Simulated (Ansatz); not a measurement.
Input file:

```
crystal:
  periodic: [false, false, false]
  atoms:
    - {symbol: W, position_ang: [0.621210, -0.476618, -0.275088]}
    - {symbol: Se, position_ang: [-1.131046, -1.280140, 0.915670]}
    - {symbol: Se, position_ang: [0.509836, 1.756758, -0.640583]}
basis:
  gaussian: {orbitals: def2-TZVP, initial_orbitals: start.molden}
magnetization: {spin_polarized: true, initial_magnetization: 2}
hamiltonian: {xc: pbe0, dispersion: d4}
scf: {omitted_lower_state_checks: [starts]}
output: {orbitals: {seedname: orbitals}}
```

Launched as:

```sh
ansatz run in.yaml --threads 4 --pin off --events-out ev --progress --plain --max-ram 3916MiB
```

Geometry: PBE-D4/def2-TZVP; ⟨S²⟩ = 2.09, above the pure value of 2.00; core potentials replace the inner electrons of W.

Theory: UKS PBE0-D4/def2-TZVP (Ansatz 0.2.0).

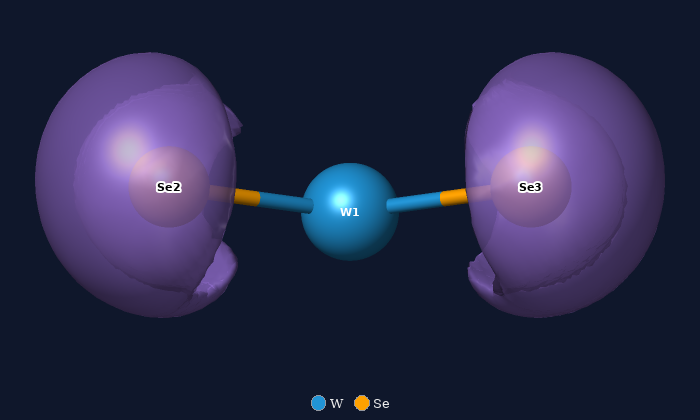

Se2W (triplet). Isosurface of the ELF at 0.75 (purple), seen from one side. Only the valence region is drawn (cores and ρ < 0.01 e/Å³ removed).

Describe the localisation domains.

Answer. The ELF exceeds this value in two rings or bowls of non-bonding electrons around Se. Profiles from the grid: W–Se (2.27 Å): the ELF peaks at about 0.65 in the valence shell of Se, 1.0 Å from its nucleus, and is about 0.50 at the midpoint.
